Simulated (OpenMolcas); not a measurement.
# InCNClF (SMILES N#[C][In]([F])[Cl]) at 6 levels

Wanted: a comparison of 6 runs (HF/3-21G, PBE0/def2-SVP, TPSS/def2-SVP, r2SCAN/def2-SVP, revPBE/def2-SVP, CCSD(T)/def2-SVP) of InCNClF. 

Program for the calculation: OpenMolcas 26.06.

### 1 The molecule

InCNClF: 5 atoms, total charge 0, spin state singlet. SMILES: `N#[C][In]([F])[Cl]`. One bond was lengthened or shortened from a relaxed shape.

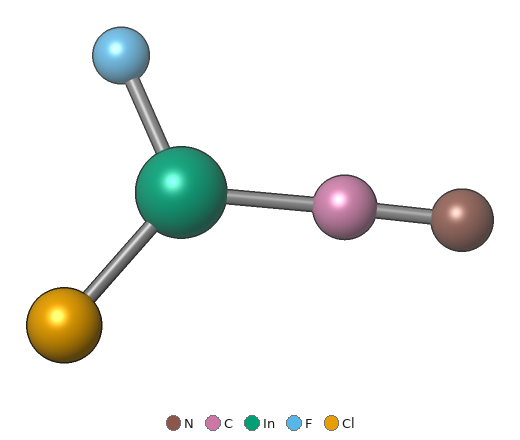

The structure, seen from a chosen angle (nitrogen brown, carbon pink, indium teal, fluorine blue, chlorine amber).

### 2 A single-point energy at HF/3-21G (run 1)

calc.inp

```
&GATEWAY
  BasLib
  $CurrDir
  Coord
  5
  angstrom
  N       -1.575799       1.651488       1.862957
  C       -0.781900       0.784400       0.934900
  In       0.330400      -0.389600      -0.376400
  F        0.434400      -2.280900      -0.039700
  Cl       1.459700       0.361000      -2.209100
  Basis
  3-21G
  Group
  NoSym

&SEWARD

&SCF
  Thresholds
  1e-10 1e-07 1e-07 1e-05
  PrOrbitals
  1 1
```

The basis set 3-21G is read from a file made from the Basis Set Exchange's data (not shown).

The run is started by

```
$ export MOLCAS_MEM=1860
$ pymolcas calc.inp > calc.log
```

Standard output:

```text
--- Start Module: gateway ---
[...]
--- Stop Module: gateway /rc=_RC_ALL_IS_WELL_ ---
--- Start Module: seward ---
[...]
      Basis functions           71
--- Stop Module: seward /rc=_RC_ALL_IS_WELL_ ---
[...]
--- Start Module: scf ---
[...]
       Convergence after  24 Iterations
[...]
::    Total SCF energy                              -6362.6785804064
[...]
      Total spin, S                                     0.0000000000
[...]
      Total electronic charge=   88.000000
      Total            charge=   -0.000000
[...]
      Dipole Moment (debye):
      Origin of the operator (angstrom)=    0.3377   -0.2203   -0.4308
                   X=  1.2500E-01               Y= -2.2228E-01               Z= -1.2245E-01           Total=  2.8289E-01
      Quadrupole Moment (debye*angstrom):
[...]
--- Stop Module: scf /rc=_RC_ALL_IS_WELL_ ---
[...]
```

Run time: 4.8 s. Hardware: 1 thread of Intel Xeon 6975P-C (Granite Rapids), shared host; peak memory 0.42 GiB.

### 3 A single-point energy at PBE0/def2-SVP (core potential) (run 2)

test.inp

```
&gateway
 baslib
 $CurrDir
 coord
 5
 angstrom
 N       -1.575799       1.651488       1.862957
 C       -0.781900       0.784400       0.934900
 In       0.330400      -0.389600      -0.376400
 F        0.434400      -2.280900      -0.039700
 Cl       1.459700       0.361000      -2.209100
 basis
 def2-SVP
 group
 NoSym

&seward
 gridinput
 Grid=UltraFine
 End of Grid

&scf
 ksdft
 PBE0
 thresholds
 1e-10 1e-07 1e-07 1e-05
 prorbitals
 1
```

The basis set def2-SVP is read from a file made from the Basis Set Exchange's data (not shown).

The run is started by

```
$ export MOLCAS_MEM=1860
$ pymolcas test.inp > test.log
```

Standard output:

```text
--- Start Module: gateway ---
[...]
--- Stop Module: gateway /rc=_RC_ALL_IS_WELL_ ---
--- Start Module: seward ---
[...]
      Basis functions           86
--- Stop Module: seward /rc=_RC_ALL_IS_WELL_ ---
[...]
--- Start Module: scf ---
[...]
       Convergence after  23 Iterations
[...]
::    Total KS-DFT energy                            -842.2917575764
[...]
      Total spin, S                                     0.0000000000
[...]
      Total electronic charge=   60.000000
      Total            charge=   -0.000000
[...]
      Dipole Moment (debye):
      Origin of the operator (angstrom)=    0.3377   -0.2203   -0.4308
                   X=  7.7746E-01               Y=  1.2102E-01               Z= -1.1582E+00           Total=  1.4002E+00
      Quadrupole Moment (debye*angstrom):
[...]
--- Stop Module: scf /rc=_RC_ALL_IS_WELL_ ---
[...]
```

Wall time 20 s (1 thread of Intel Xeon 6975P-C (Granite Rapids), shared host); peak memory 0.48 GiB.

Run 3 isn't shown in full; the table further down has it.

### 4 The energy at r2SCAN/def2-SVP (core potential) (run 4)

job.inp

```
>>> EXPORT MOLCAS_PRINT=2
&GATEWAY
BASLIB=$CurrDir
COORD
5
bohr
N     -2.97782854     3.12086002     3.52047851
C     -1.47757686     1.48230117     1.76670495
In     0.62436551    -0.73623730    -0.71129291
F      0.82089703    -4.31027632    -0.07502213
Cl     2.75843322     0.68219113    -4.17459398
BASIS=def2-SVP
GROUP=NoSym
&SEWARD
GRIDINPUT
Grid=UltraFine
End of Grid
&SCF
KSDFT=2
1.0 MGGA_X_R2SCAN
1.0 MGGA_C_R2SCAN
THRESHOLDS=1e-10 1e-07 1e-07 1e-05
PRORBITALS=1 2
```

The basis set def2-SVP is read from a file made from the Basis Set Exchange's data (not shown).

The run is started by

```
$ export MOLCAS_MEM=1860
$ pymolcas job.inp > job.log
```

Standard output:

```text
--- Start Module: gateway ---
[...]
--- Stop Module: gateway /rc=_RC_ALL_IS_WELL_ ---
--- Start Module: seward ---
[...]
      Basis functions           86
--- Stop Module: seward /rc=_RC_ALL_IS_WELL_ ---
[...]
--- Start Module: scf ---
[...]
       Convergence after  26 Iterations
[...]
::    Total KS-DFT energy                            -842.6057006489
[...]
      Total spin, S                                     0.0000000000
[...]
      Total electronic charge=   60.000000
      Total            charge=   -0.000000
[...]
      Dipole Moment (debye):
      Origin of the operator (angstrom)=    0.3377   -0.2203   -0.4308
                   X=  7.3793E-01               Y=  7.7280E-02               Z= -1.0896E+00           Total=  1.3183E+00
      Quadrupole Moment (debye*angstrom):
[...]
--- Stop Module: scf /rc=_RC_ALL_IS_WELL_ ---
[...]
```

It took 28 s on 1 thread of Intel Xeon 6975P-C (Granite Rapids), shared host; peak memory 0.47 GiB.

Run 5 isn't shown in full; the table further down has it.

### 5 The energy at CCSD(T)/def2-SVP (core potential) (run 6)

run.input

```
* CClFInN CCSD(T)

&GATEWAY
 BASLIB=$CurrDir
 COORD
 5
 angstrom
 N       -1.575799       1.651488       1.862957
 C       -0.781900       0.784400       0.934900
 In       0.330400      -0.389600      -0.376400
 F        0.434400      -2.280900      -0.039700
 Cl       1.459700       0.361000      -2.209100
 BASIS=def2-SVP
 GROUP=NoSym

&SEWARD

&SCF
 THRESHOLDS=1e-10 1e-07 1e-07 1e-05
 PRORBITALS=1 2

&RASSCF
 FILEORB=$Project.ScfOrb
 SPIN=1
 NACTEL=0 0 0
 INACTIVE=30
 RAS2=0
 OUTORBITALS=Canonical
 ORBLISTING=Nothing

&MOTRA
 JOBIPH
 FROZEN=12

&CCSDT
 CCT
 TRIPLES=2
 ITERATIONS=80
 ACCURACY=1e-08
 EXTRAPOLATION=5 4
```

The basis set def2-SVP is read from a file made from the Basis Set Exchange's data (not shown).

The run is started by

```
$ export MOLCAS_MEM=1860
$ pymolcas run.input > run.log
```

Standard output:

```text
--- Start Module: gateway ---
[...]
--- Stop Module: gateway /rc=_RC_ALL_IS_WELL_ ---
[...]
      Basis functions           86
[...]
       Convergence after  21 Iterations
[...]
::    Total SCF energy                               -840.0485454395
[...]
      Total spin, S                                     0.0000000000
[...]
      Number of active orbitals                  0
[...]
      Spin quantum number                      0.0
[...]
      Active orbitals                            0
[...]
      Number of CSFs                             1
[...]
      Number of root(s) required                 1
[...]
      Convergence after  4 iterations
[...]
      Natural orbitals and occupation numbers for root  1
      ************************************************************************************************************************
      *                                                    Final results                                                     *
      ************************************************************************************************************************
[...]
::    RASSCF root number  1 Total energy:   -840.04854544
[...]
      Total electronic charge=   60.000000
      Total            charge=   -0.000000
[...]
      Dipole Moment (debye):
      Origin of the operator (angstrom)=    0.3377   -0.2203   -0.4308
                   X=  8.7388E-01               Y=  1.8161E-01               Z= -1.3135E+00           Total=  1.5880E+00
      Quadrupole Moment (debye*angstrom):
[...]
--- Start Module: motra ---
[...]
--- Stop Module: motra /rc=_RC_ALL_IS_WELL_ ---
--- Start Module: ccsdt ---
[...]
      Convergence after                    23  Iterations
      Total energy (diff) :    -840.79781299      -0.00000001
[...]
 METHOD                       : CCSD+T(CCSD)+<T3(1)WT1> = CCSD(T)
[...]
       CCSD     =      -840.7978129939455
[...]
```

Run time: 1.9 min. Hardware: 1 thread of Intel Xeon 6975P-C (Granite Rapids), shared host; peak memory 0.47 GiB.

### 6 Overview of the runs

| run | level | integration grid | frozen core orbitals | energy (Eh) | dipole moment (D) of the reference | HOMO energy (eV) | LUMO energy (eV) | wall time |
| --- | --- | --- | --- | --- | --- | --- | --- | --- |
| 1 | HF/3-21G | – | – | -6362.678580 | 0.28 | -11.36 | -0.13 | 4.8 s |
| 2 | PBE0/def2-SVP (core potential) | UltraFine | – | -842.291758 | 1.40 | -8.99 | -3.39 | 20 s |
| 3 | TPSS/def2-SVP (core potential) | UltraFine | – | -842.633810 | 1.27 | -7.78 | -4.08 | 42 s |
| 4 | r2SCAN/def2-SVP (core potential) | UltraFine | – | -842.605701 | 1.32 | -8.08 | -4.17 | 28 s |
| 5 | revPBE/def2-SVP (core potential) | UltraFine | – | -842.580753 | 1.28 | -7.68 | -4.07 | 27 s |
| 6 | CCSD(T)/def2-SVP (core potential) | – | 12 | -840.832500 | 1.59 | -11.41 | -0.23 | 1.9 min |

### 7 Results

```
                                           quantity          value
                                run 6: total energy  -840.83250 Eh
          run 6: dipole moment (mean-field density)         1.59 D
         run 6: HOMO energy (Hartree–Fock orbitals)      -11.41 eV
         run 6: LUMO energy (Hartree–Fock orbitals)       -0.23 eV
       run 6: HOMO–LUMO gap (Hartree–Fock orbitals)       11.19 eV
run 6: correlation energy (12 core orbitals frozen)     -784.0 mEh
                              run 6: (T) correction     -34.69 mEh
```

In words: Over runs 1, 2, 3, 4, 5 the dipole moment (its size) runs from 0.28 D (HF/3-21G) to 1.40 D (PBE0/def2-SVP). The two ends differ in method and basis and core potential. Over runs 1, 2, 3, 4, 5 the HOMO–LUMO gap runs from 3.61 eV (revPBE/def2-SVP) to 11.23 eV (HF/3-21G). Totals of different functionals can't be ranked against each other. Some runs of one species differ in core potentials or relativity; totals across that change don't compare. In run 1 relativity is left out where basis or elements ask for it. All runs together took 3.9 min, the longest 1.9 min.
